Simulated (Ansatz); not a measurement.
**CHBCl (sextet): one geometry, many settings**

What do other methods and options give for CHBCl (sextet) at this geometry, and how long do they take?

The runs use Ansatz 0.2.0, Gaussian basis; the settings change from run to run.

26 further runs of the same task are left out: 9 that didn't finish, 17 set aside as unsound or not needed.

## Step 1: The geometry

The geometry is a PBE0/def2-TZVP stationary point (not a proven minimum) of the parent state, kept for this charge and spin.

4 atoms, charge 0, spin multiplicity 6.

Atoms are counted from 1 here; the program's logs count them from 0.

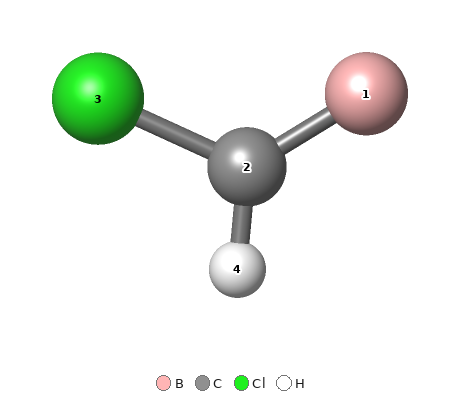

The structure; boron pink, carbon grey, chlorine green, hydrogen white; atoms are numbered from 1 in the order of the file.

## Step 2: CCSD(T)/def2-SVP

Contents of in.yaml:

```yaml
crystal:
  periodic: [false, false, false]
  atoms:
    - {symbol: B, position_ang: [0.000000, -0.449484, 1.928752]}
    - {symbol: C, position_ang: [0.000000, 0.465571, 0.769072]}
    - {symbol: Cl, position_ang: [0.000000, -0.064811, -0.871300]}
    - {symbol: H, position_ang: [0.000000, 1.552953, 0.795047]}
basis:
  gaussian: {orbitals: def2-SVP}
magnetization: {spin_polarized: false, initial_magnetization: 5}
hamiltonian: {xc: {name: PBE0}}
correlation: {method: ccsd_t, electrons: all}
```

On the command line:

```
> ansatz run in.yaml --threads 1 --pin off --events-out ev --progress --plain --max-ram 2393MiB
```

The log of the run, cut to the lines that bear on the results:

```text
Functional definition: PBE0
  name "PBE0"
  cite "Adamo & Barone, J. Chem. Phys. 110, 6158 (1999) doi:10.1063/1.478522"
  cite "Perdew, Burke & Ernzerhof, Phys. Rev. Lett. 77, 3865 (1996) doi:10.1103/PhysRevLett.77.3865"
  parent pbe
[...]
504 factors; integrals over basis functions are off by at most 1.1e-3 eV
[...]
mean field -14227.76532859 eV, -522.8607319001 hartree, gradient 9.9e-7 eV, S^2 8.750000; 6 other end points of the search recorded, 0 dependent functions left out
[...]
reference -14204.41650120 eV, -522.0026783199 hartree; 17, 12 occupied and 34, 39 virtual orbitals, 504 factors
second order -8.34986282 eV of doubles, -0.42447179 eV of singles
cycle   1  -8.92667918 eV  change   -1.5e-1 eV  update   7.3e-2
[...]
cycle  11  -9.21697266 eV  change    2.6e-6 eV  update   2.8e-5
perturbative correction -0.31316192 eV, -0.0115084883 hartree
Total energy: -14213.94663578 eV, -522.3529043060 hartree
```

Run time: 7 s. Hardware: 1 thread of Intel Xeon Platinum 8488C, shared host.

From the report: correlation -9.5301 eV; T1 0.016; largest double amplitude 0.04. The orbitals are Kohn-Sham ones, so correlation energy and T1 don't compare with those on Hartree-Fock orbitals.

## Step 3: CCSD on UHF/cc-pVDZ

Contents of in.yaml:

```yaml
crystal:
  periodic: [false, false, false]
  atoms:
    - {symbol: B, position_ang: [0.000000, -0.449484, 1.928752]}
    - {symbol: C, position_ang: [0.000000, 0.465571, 0.769072]}
    - {symbol: Cl, position_ang: [0.000000, -0.064811, -0.871300]}
    - {symbol: H, position_ang: [0.000000, 1.552953, 0.795047]}
basis:
  gaussian: {orbitals: cc-pVDZ, point_charges: [{charge: 1.00, position_ang: [3.970, -0.685, 0.205]}]}
magnetization: {spin_polarized: true, initial_magnetization: 5}
correlation: {method: ccsd, electrons: outside_noble_gas}
scf: {lower_state_search: light}
```

The command is unchanged.

The log of the run, cut to the lines that bear on the results:

```text
Functional definition: HF
  name "HF"
  cite "Fock, Z. Phys. 61, 126 (1930) doi:10.1007/BF01340294"
  parent pbe
[...]
504 factors; integrals over basis functions are off by at most 1.3e-3 eV
[...]
mean field -14210.82640648 eV, -522.2382379939 hartree, gradient 5.1e-6 eV, S^2 8.766360; 15 other end points of the search recorded, 0 dependent functions left out
determinant -14210.82640648 eV, -522.2382379939 hartree, with singles and doubles -14219.06007395 eV, -522.5408196924 hartree
determinant -14209.93215193 eV, -522.2053747453 hartree, with singles and doubles -14217.83434919 eV, -522.4957751385 hartree
determinant -14209.84446931 eV, -522.2021524687 hartree, with singles and doubles -14217.99621297 eV, -522.5017235227 hartree
determinant -14208.96809416 eV, -522.1699462758 hartree, with singles and doubles -14216.90628686 eV, -522.4616694769 hartree
determinant -14208.21389122 eV, -522.1422298289 hartree, with singles and doubles -14216.37018254 eV, -522.4419680067 hartree
determinant -14207.48315134 eV, -522.1153756337 hartree, with singles and doubles -14215.68040286 eV, -522.4166190709 hartree
determinant -14207.32804229 eV, -522.1096754812 hartree, with singles and doubles -14215.31177724 eV, -522.4030723293 hartree
7 core orbitals not correlated: weight in the atoms' cores, before any rotation towards them, 1.000 or more for the frozen orbitals, at most 0.000 for the correlated occupied ones
reference -14210.82640648 eV, -522.2382379939 hartree; 10, 5 occupied and 34, 39 virtual orbitals, 504 factors
second order -7.16824631 eV of doubles, -0.00000000 eV of singles
cycle   1  -8.23383637 eV  change   -1.7e-4 eV  update   2.8e-3
[...]
cycle  12  -8.23690587 eV  change   -2.7e-6 eV  update   7.7e-6
Total energy: -14219.06331235 eV, -522.5409387014 hartree
```

Run time: 6.5 s. Hardware: 1 thread of Intel Xeon Platinum 8488C, shared host.

From the report: ⟨S²⟩ of the determinant 8.766 (pure sextet: 8.75); correlation -8.2369 eV; T1 0.037; largest double amplitude 0.04.

## Step 4: CASCI(11,8)/6-31G

Contents of in.yaml:

```yaml
crystal:
  periodic: [false, false, false]
  atoms:
    - {symbol: B, position_ang: [0.000000, -0.449484, 1.928752]}
    - {symbol: C, position_ang: [0.000000, 0.465571, 0.769072]}
    - {symbol: Cl, position_ang: [0.000000, -0.064811, -0.871300]}
    - {symbol: H, position_ang: [0.000000, 1.552953, 0.795047]}
basis:
  gaussian: {orbitals: 6-31G, fitting: {mean_field: def2-universal-jkfit}}
magnetization: {spin_polarized: false, initial_magnetization: 5}
correlation: {active_space: {window: {electrons: 11, orbitals: 8}, fixed_orbitals: true, states: [{multiplicity: 6, weights: [0.5, 1, 0.5, 0.5]}]}}
scf: {lower_state_search: off}
output: {forces: true}
```

Same command.

The log of the run, cut to the lines that bear on the results:

```text
Functional definition: HF
  name "HF"
  cite "Fock, Z. Phys. 61, 126 (1930) doi:10.1007/BF01340294"
  parent pbe
[...]
296 factors; integrals over basis functions are off by at most 4.0e-2 eV
[...]
mean field -14208.34699911 eV, -522.1471214536 hartree, gradient 2.6e-6 eV, S^2 8.750000; 0 other end points of the search recorded, 0 dependent functions left out
reference -14208.34699911 eV, -522.1471214536 hartree; 17, 12 occupied and 16, 21 virtual orbitals, 296 factors
state -14208.43425072 eV, -522.1503278912 hartree
state -14207.44052323 eV, -522.1138090798 hartree
state -14205.38479185 eV, -522.0382623450 hartree
state -14203.56788204 eV, -521.9714921410 hartree
[...]
Total energy: -14206.45359422 eV, -522.0775401074 hartree
Atom 0 at     0.000000    -0.449484     1.928752 Å, force     0.000000    -3.382617     4.000442 eV/Å
Atom 1 at     0.000000     0.465571     0.769072 Å, force     0.000000     5.520897     3.308680 eV/Å
Atom 2 at     0.000000    -0.064811    -0.871300 Å, force    -0.000000    -2.132280    -6.912786 eV/Å
Atom 3 at     0.000000     1.552953     0.795047 Å, force    -0.000000    -0.006001    -0.396336 eV/Å
Dipole moment:     0.000000     0.532895    -1.059431 e Å
Checks for a lower state left out: starts, cluster_reference, orbital_swaps, neighbouring_geometries, increment
```

It took 0.21 s on 1 thread of Intel Xeon Platinum 8488C, shared host.

From the report: 31 determinants; active occupations (of the averaged states) 1.82, 1.80, 1.78, 1.57, 1.03, 1.00, 1.00, 1.00.

## Step 5: CCSD(T) on UHF/def2-mTZVP

Contents of in.yaml:

```yaml
crystal:
  periodic: [false, false, false]
  atoms:
    - {symbol: B, position_ang: [0.000000, -0.449484, 1.928752]}
    - {symbol: C, position_ang: [0.000000, 0.465571, 0.769072]}
    - {symbol: Cl, position_ang: [0.000000, -0.064811, -0.871300]}
    - {symbol: H, position_ang: [0.000000, 1.552953, 0.795047]}
basis:
  gaussian: {orbitals: def2-mTZVP}
magnetization: {spin_polarized: true, initial_magnetization: 5}
correlation: {method: ccsd_t, electrons: outside_noble_gas}
```

The command is unchanged.

The log of the run, cut to the lines that bear on the results:

```text
Functional definition: HF
  name "HF"
  cite "Fock, Z. Phys. 61, 126 (1930) doi:10.1007/BF01340294"
  parent pbe
[...]
571 factors; integrals over basis functions are off by at most 1.3e-3 eV
[...]
mean field -14211.16803061 eV, -522.2507924492 hartree, gradient 2.8e-6 eV, S^2 8.766920; 16 other end points of the search recorded, 0 dependent functions left out
determinant -14211.16803061 eV, -522.2507924492 hartree, with singles and doubles -14219.40732492 eV, -522.5535809305 hartree
determinant -14210.42094862 eV, -522.2233376924 hartree, with singles and doubles -14218.33758688 eV, -522.5142687825 hartree
determinant -14210.26538001 eV, -522.2176206515 hartree, with singles and doubles -14218.49600946 eV, -522.5200907049 hartree
determinant -14209.53748314 eV, -522.1908709349 hartree, with singles and doubles -14217.54947647 eV, -522.4853062590 hartree
determinant -14208.48758158 eV, -522.1522877642 hartree, with singles and doubles -14216.70498306 eV, -522.4542716987 hartree
determinant -14208.17384902 eV, -522.1407583053 hartree, with singles and doubles -14216.60125992 eV, -522.4504599436 hartree
determinant -14208.00454317 eV, -522.1345364303 hartree, with singles and doubles -14216.21259378 eV, -522.4361767266 hartree
7 core orbitals not correlated: weight in the atoms' cores, before any rotation towards them, 1.000 or more for the frozen orbitals, at most 0.000 for the correlated occupied ones
reference -14211.16803061 eV, -522.2507924492 hartree; 10, 5 occupied and 46, 51 virtual orbitals, 571 factors
second order -7.22281063 eV of doubles, -0.00000000 eV of singles
cycle   1  -8.23970803 eV  change   -4.1e-4 eV  update   2.8e-3
[...]
cycle   9  -8.24311606 eV  change    6.0e-6 eV  update   1.5e-5
perturbative correction -0.29151752 eV, -0.0107130712 hartree
Total energy: -14219.70266419 eV, -522.5644344483 hartree
```

Run time: 13 s. Hardware: 1 thread of Intel Xeon Platinum 8488C, shared host.

From the report: ⟨S²⟩ of the determinant 8.767 (pure sextet: 8.75); correlation -8.5346 eV; T1 0.037; largest double amplitude 0.04.

## Step 6: CISD/STO-3G

in.yaml: that of step 5 with these lines changed.

```diff
@@ -8,4 +8,5 @@
 basis:
-  gaussian: {orbitals: def2-mTZVP}
-magnetization: {spin_polarized: true, initial_magnetization: 5}
-correlation: {method: ccsd_t, electrons: outside_noble_gas}
+  gaussian: {orbitals: STO-3G}
+magnetization: {spin_polarized: false, initial_magnetization: 5}
+correlation: {active_space: {ras: {orbitals: [5, 5, 3], electrons: 15, max_holes: 2, max_particles: 2}, fixed_orbitals: true}}
+scf: {lower_state_search: off}
```

Same command.

The log of the run, cut to the lines that bear on the results:

```text
Functional definition: HF
  name "HF"
  cite "Fock, Z. Phys. 61, 126 (1930) doi:10.1007/BF01340294"
  parent pbe
[...]
242 factors; integrals over basis functions are off by at most 8.2e-5 eV
[...]
mean field -14052.30394456 eV, -516.4126449687 hartree, gradient 2.0e-6 eV, S^2 8.750000; 0 other end points of the search recorded, 0 dependent functions left out
reference -14052.30394456 eV, -516.4126449687 hartree; 17, 12 occupied and 3, 8 virtual orbitals, 242 factors
state -14054.43153600 eV, -516.4908325122 hartree
Total energy: -14054.43153600 eV, -516.4908325122 hartree
Checks for a lower state left out: stability, starts, cluster_reference, orbital_swaps, neighbouring_geometries, increment
```

Wall time 0.3 s (1 thread of Intel Xeon Platinum 8488C, shared host).

From the report: 5,643 determinants.

## Step 7: CCSD(T) on ROHF/cc-pVDZ

in.yaml: that of step 6 with these lines changed.

```diff
@@ -8,5 +8,5 @@
 basis:
-  gaussian: {orbitals: STO-3G}
+  gaussian: {orbitals: cc-pVDZ}
 magnetization: {spin_polarized: false, initial_magnetization: 5}
-correlation: {active_space: {ras: {orbitals: [5, 5, 3], electrons: 15, max_holes: 2, max_particles: 2}, fixed_orbitals: true}}
-scf: {lower_state_search: off}
+correlation: {method: ccsd_t, electrons: all}
+output: {forces: true}
```

The command is unchanged.

The log of the run, cut to the lines that bear on the results:

```text
Functional definition: HF
  name "HF"
  cite "Fock, Z. Phys. 61, 126 (1930) doi:10.1007/BF01340294"
  parent pbe
[...]
504 factors; integrals over basis functions are off by at most 1.3e-3 eV
[...]
mean field -14210.51911519 eV, -522.2269452476 hartree, gradient 2.9e-6 eV, S^2 8.750000; 17 other end points of the search recorded, 0 dependent functions left out
[...]
determinant -14210.51911519 eV, -522.2269452476 hartree, with singles and doubles -14219.20266196 eV, -522.5460597052 hartree
determinant -14209.72683082 eV, -522.1978293340 hartree, with singles and doubles -14218.10343294 eV, -522.5056637840 hartree
determinant -14209.61914093 eV, -522.1938718032 hartree, with singles and doubles -14218.23760626 eV, -522.5105945624 hartree
determinant -14208.86368579 eV, -522.1661093392 hartree, with singles and doubles -14217.27729862 eV, -522.4753039075 hartree
[...]
determinant -14207.13452156 eV, -522.1025637256 hartree, with singles and doubles -14215.51731599 eV, -522.4106257388 hartree
reference -14210.51911519 eV, -522.2269452476 hartree; 17, 12 occupied and 34, 39 virtual orbitals, 504 factors
second order -7.54504931 eV of doubles, -0.15117306 eV of singles
cycle   1  -8.68343339 eV  change    1.1e-4 eV  update   2.7e-3
[...]
cycle  13  -8.68598094 eV  change    2.2e-8 eV  update   2.1e-7
perturbative correction -0.27561236 eV, -0.0101285673 hartree
[...]
Total energy: -14219.48070849 eV, -522.5562777267 hartree
Atom 0 at     0.000000    -0.449484     1.928752 Å, force     0.000000    -3.359293     3.924772 eV/Å
Atom 1 at     0.000000     0.465571     0.769072 Å, force     0.000000     2.936134    -2.176318 eV/Å
Atom 2 at     0.000000    -0.064811    -0.871300 Å, force    -0.000000    -0.488054    -1.496618 eV/Å
Atom 3 at     0.000000     1.552953     0.795047 Å, force    -0.000000     0.911213    -0.251836 eV/Å
Dipole moment:    -0.000000     0.497350    -1.170729 e Å
```

Run time: 35 s. Hardware: 1 thread of Intel Xeon Platinum 8488C, shared host; peak memory 0.32 GiB.

From the report: correlation -8.9616 eV; T1 0.028; largest double amplitude 0.04.

## Step 8: HF/6-31G*

in.yaml: that of step 7 with these lines changed.

```diff
@@ -8,5 +8,5 @@
 basis:
-  gaussian: {orbitals: cc-pVDZ}
+  gaussian: {orbitals: "6-31G*"}
 magnetization: {spin_polarized: false, initial_magnetization: 5}
-correlation: {method: ccsd_t, electrons: all}
-output: {forces: true}
+hamiltonian: {xc: hf}
+output: {orbitals: {seedname: orbitals}}
```

Launched as before.

The log of the run:

```text
Functional definition: HF
  name "HF"
  cite "Fock, Z. Phys. 61, 126 (1930) doi:10.1007/BF01340294"
  parent pbe
  exchange = exact_x
  correlation = 0
484 factors; integrals over basis functions are off by at most 7.5e-4 eV
mean field evaluation 1: about -14206.0614 eV, gradient 2.1e1 eV
mean field evaluation 2: about -14206.1287 eV, gradient 2.1e1 eV
mean field evaluation 4: about -14209.2991 eV, gradient 4.4e0 eV
mean field evaluation 8: about -14209.5031 eV, gradient 1.3e0 eV
mean field evaluation 16: about -14137.3836 eV, gradient 1.3e2 eV
mean field evaluation 32: about -14209.5204 eV, gradient 1.9e-1 eV
mean field evaluation 64: about -14205.8312 eV, gradient 5.8e0 eV
mean field evaluation 96: about -14208.9488 eV, gradient 5.0e-1 eV
mean field evaluation 128: about -14208.1312 eV, gradient 1.4e1 eV
mean field -14209.52458336 eV, -522.1903968768 hartree, gradient 1.7e-5 eV, S^2 8.750000; 3 other end points of the search recorded, 0 dependent functions left out
reference -14209.52458336 eV, -522.1903968768 hartree; 17, 12 occupied and 34, 39 virtual orbitals, 484 factors
Total energy: -14209.52458336 eV, -522.1903968768 hartree
```

Wall time 0.93 s (1 thread of Intel Xeon Platinum 8488C, shared host).

## Step 9: NEVPT4(SD)(5,7)/6-31G

in.yaml: that of step 8 with these lines changed.

```diff
@@ -8,5 +8,4 @@
 basis:
-  gaussian: {orbitals: "6-31G*"}
+  gaussian: {orbitals: 6-31G}
 magnetization: {spin_polarized: false, initial_magnetization: 5}
-hamiltonian: {xc: hf}
-output: {orbitals: {seedname: orbitals}}
+correlation: {method: fic_nevpt4_sd, electrons: valence, active_space: {window: {electrons: 5, orbitals: 7}}}
```

Same command.

The log of the run, cut to the lines that bear on the results:

```text
Functional definition: HF
  name "HF"
  cite "Fock, Z. Phys. 61, 126 (1930) doi:10.1007/BF01340294"
  parent pbe
[...]
428 factors; integrals over basis functions are off by at most 2.5e-4 eV
[...]
mean field -14208.34913671 eV, -522.1472000091 hartree, gradient 8.1e-6 eV, S^2 8.750000; 12 other end points of the search recorded, 0 dependent functions left out
reference -14208.34913671 eV, -522.1472000091 hartree; 17, 12 occupied and 16, 21 virtual orbitals, 428 factors
state -14208.42755886 eV, -522.1500819701 hartree
state -14208.42755886 eV, -522.1500819701 hartree; corrected -14212.23334536 eV, -522.2899420443 hartree
Total energy: -14212.23334536 eV, -522.2899420443 hartree
```

Wall time 2.4 s (1 thread of Intel Xeon Platinum 8488C, shared host).

From the report: 11 determinants; active occupations 1.00, 1.00, 1.00, 1.00, 1.00, 0.00, 0.00.

## Step 10: MRCISD+Q(relaxed)(5,6)/STO-3G

in.yaml: that of step 9 with these lines changed.

```diff
@@ -8,4 +8,4 @@
 basis:
-  gaussian: {orbitals: 6-31G}
+  gaussian: {orbitals: STO-3G}
 magnetization: {spin_polarized: false, initial_magnetization: 5}
-correlation: {method: fic_nevpt4_sd, electrons: valence, active_space: {window: {electrons: 5, orbitals: 7}}}
+correlation: {method: fic_mrcisd_q_relaxed, electrons: outside_noble_gas, active_space: {window: {electrons: 5, orbitals: 6}, states: [{multiplicity: 6, weights: [0.5, 0.5]}]}}
```

The command is unchanged.

The log of the run, cut to the lines that bear on the results:

```text
Functional definition: HF
  name "HF"
  cite "Fock, Z. Phys. 61, 126 (1930) doi:10.1007/BF01340294"
  parent pbe
[...]
345 factors; integrals over basis functions are off by at most 4.3e-8 eV
[...]
mean field -14052.30424996 eV, -516.4126561923 hartree, gradient 1.5e-6 eV, S^2 8.750000; 8 other end points of the search recorded, 0 dependent functions left out
reference -14052.30424996 eV, -516.4126561923 hartree; 17, 12 occupied and 3, 8 virtual orbitals, 345 factors
state -14051.91702685 eV, -516.3984260055 hartree
state -14051.12172122 eV, -516.3691990623 hartree
contracted CI cycle   1: correlation 0.00000000 eV, 0.0000000000 hartree, residual 9.30e0 eV
contracted CI cycle   2: correlation -1.98733524 eV, -0.0730332230 hartree, residual 2.24e0 eV
contracted CI cycle   3: correlation -2.19382333 eV, -0.0806215203 hartree, residual 1.16e0 eV
[...]
contracted CI cycle   3: correlation -1.79889037 eV, -0.0661080018 hartree, residual 5.65e-1 eV
contracted CI cycle   4: correlation -1.81167855 eV, -0.0665779588 hartree, residual 2.67e-1 eV
contracted CI cycle   5: correlation -1.81533513 eV, -0.0667123357 hartree, residual 1.45e-1 eV
contracted CI cycle   6: correlation -1.81626754 eV, -0.0667466008 hartree, residual 6.20e-2 eV
contracted CI cycle   7: correlation -1.81640343 eV, -0.0667515948 hartree, residual 2.07e-2 eV
contracted CI cycle   8: correlation -1.81641862 eV, -0.0667521529 hartree, residual 7.67e-3 eV
contracted CI cycle   9: correlation -1.81642088 eV, -0.0667522362 hartree, residual 3.48e-3 eV
contracted CI cycle  10: correlation -1.81642148 eV, -0.0667522583 hartree, residual 1.94e-3 eV
contracted CI cycle  11: correlation -1.81642167 eV, -0.0667522653 hartree, residual 1.05e-3 eV
state -14051.12172122 eV, -516.3691990623 hartree; corrected -14053.04613100 eV, -516.4399198176 hartree
Total energy: -14053.82865718 eV, -516.4686771242 hartree
```

It took 1.2 s on 1 thread of Intel Xeon Platinum 8488C, shared host.

From the report: 4 determinants; active occupations (of the averaged states) 1.00, 1.00, 1.00, 1.00, 0.50, 0.50.

## Step 11: The runs in one table

```
                                                 level         correlated  functions  energy (eV)    time
                   CCSD(T)/def2-SVP (on PBE0 orbitals)                all         51  -14213.9466     7 s
           CCSD on UHF/cc-pVDZ (beside a point charge)  outside noble gas         51  -14219.0633   6.5 s
            CASCI(11,8)/6-31G (mean of several states)                            33  -14206.4536  0.21 s
                             CCSD(T) on UHF/def2-mTZVP  outside noble gas         63  -14219.7027    13 s
                                           CISD/STO-3G  outside noble gas         20  -14054.4315   0.3 s
                               CCSD(T) on ROHF/cc-pVDZ                all         51  -14219.4807    35 s
                                             HF/6-31G*                            51  -14209.5246  0.93 s
                                 NEVPT4(SD)(5,7)/6-31G            valence         33  -14212.2333   2.4 s
MRCISD+Q(relaxed)(5,6)/STO-3G (mean of several states)  outside noble gas         20  -14053.8287   1.2 s
```

## Step 12: Summary of results

| quantity | value |
| --- | --- |
| runs | 9 |
| quickest | CASCI(11,8)/6-31G (mean of several states), 0.21 s |
| slowest | CCSD(T) on ROHF/cc-pVDZ, 35 s |

In words: Total energies in different bases, with other cores or another treatment of relativity can't be set against each other. CCSD(T) on ROHF/cc-pVDZ took 167 times as long as CASCI(11,8)/6-31G (mean of several states); the jobs differ in more than the method.
